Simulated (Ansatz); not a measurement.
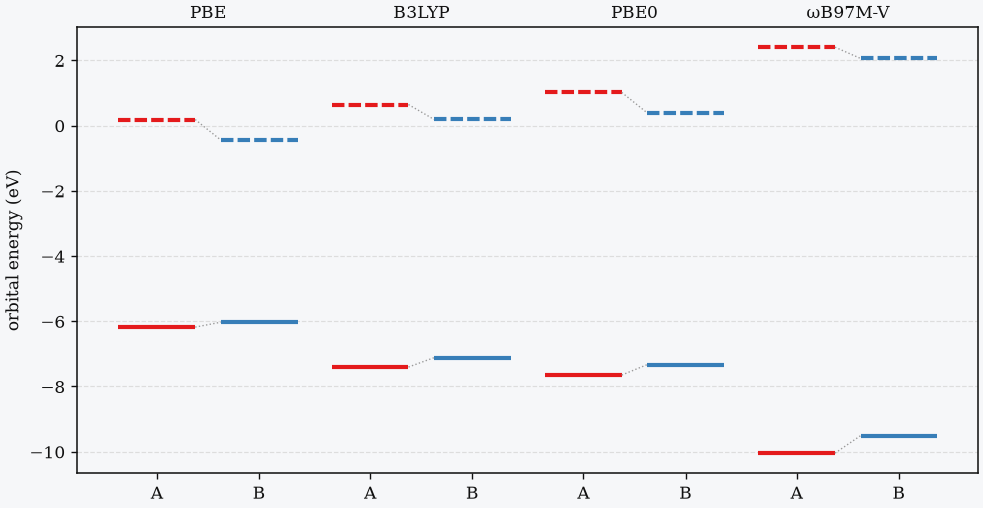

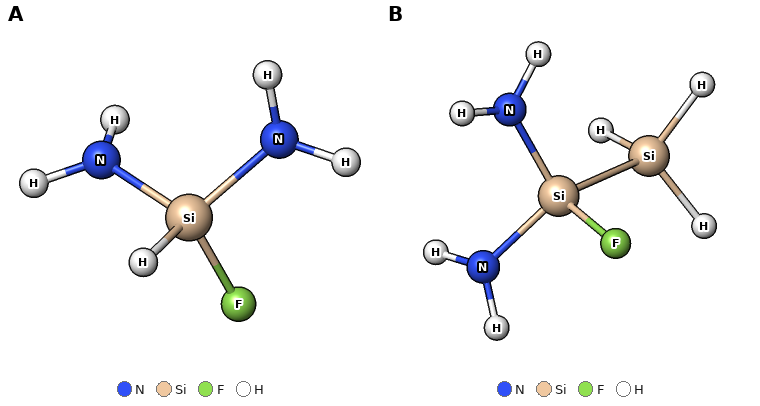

One change: A, SiN₂H₅F (SMILES N[SiH](N)F), becomes B, Si₂N₂H₇F (SMILES N[Si](N)(F)[SiH3]). H on Si is replaced by SiH₃. HOMO (solid) and LUMO (dashed) computed in def2-TZVPP at PBE0-D4/def2-TZVP geometries, both minima by their frequencies, gas phase, the Ansatz code 0.2.0. Empty levels above zero depend strongly on the basis.

What does the change do to HOMO and LUMO?

PBE: the HOMO rises by 0.15 eV, the LUMO falls by 0.63 eV, and the separation goes from 6.36 to 5.59 eV. B3LYP: the HOMO rises by 0.29 eV, the LUMO falls by 0.46 eV, and the separation goes from 8.05 to 7.30 eV. PBE0: the HOMO rises by 0.32 eV, the LUMO falls by 0.63 eV, and the separation goes from 8.67 to 7.71 eV. ωB97M-V: the HOMO rises by 0.54 eV, the LUMO falls by 0.35 eV, and the separation goes from 12.45 to 11.56 eV.

Do the functionals agree on the effect?

They agree on the direction for both levels; the HOMO shift lies between 0.15 and 0.54 eV and the LUMO shift between −0.63 and −0.35 eV, while the separations themselves differ by up to 6.1 eV between functionals.
